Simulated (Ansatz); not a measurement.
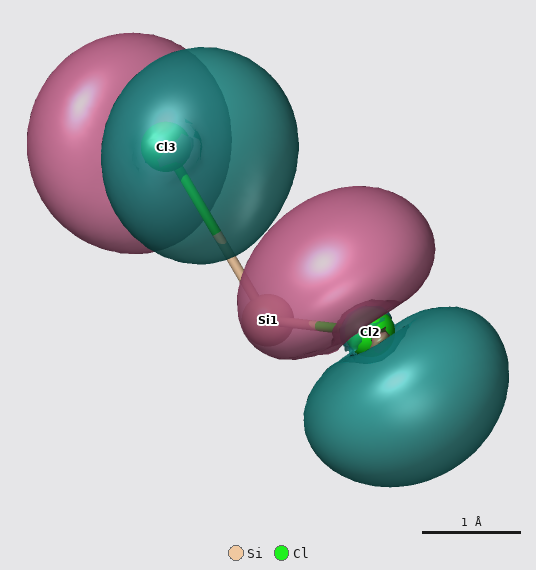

Figure. Cl₂Si (SiCl2). The HOMO−1 at ±0.1 Å⁻³ᐟ² (teal and pink are the two phases), seen at an oblique angle.

Geometry: r2SCAN-D4/def2-TZVP.

Method: Ansatz 0.2.0, RKS PBE0-D4/def2-TZVP.

```xyz
3

Si    0.0051   -0.0070   -0.8791
Cl    1.6101   -0.0193    0.4492
Cl   -1.6153    0.0263    0.4300
```

### Where does this orbital lie, and at what energy?

Its weight (Hirshfeld) is mainly on Cl2 (about 45 %) and Cl3 (about 45 %); it is symmetric in the molecular plane (an in-plane orbital: σ, lone-pair or in-plane π type); largely a combination of lone pairs on Cl2 and Cl3. Its energy is −9.22 eV.
